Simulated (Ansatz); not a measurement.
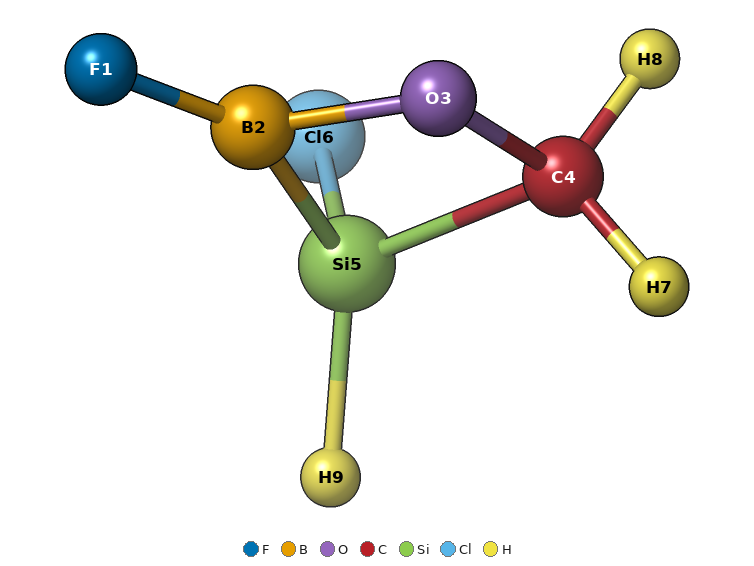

Depth is shown by fading: the farther an atom, the more it takes the colour of the background. Computed geometry: PBE0-D4/def2-TZVP optimisation. No frequency run is at hand to confirm it as a minimum.

### How is the 4-membered ring B2–O3–C4–Si5 puckered?

It is planar. The Cremer–Pople amplitude Q is 0.03 Å.

### Give the torsion angles round the ring, beginning with the bond from its second to its third atom.

−3°, 2°, −2°, 3°.
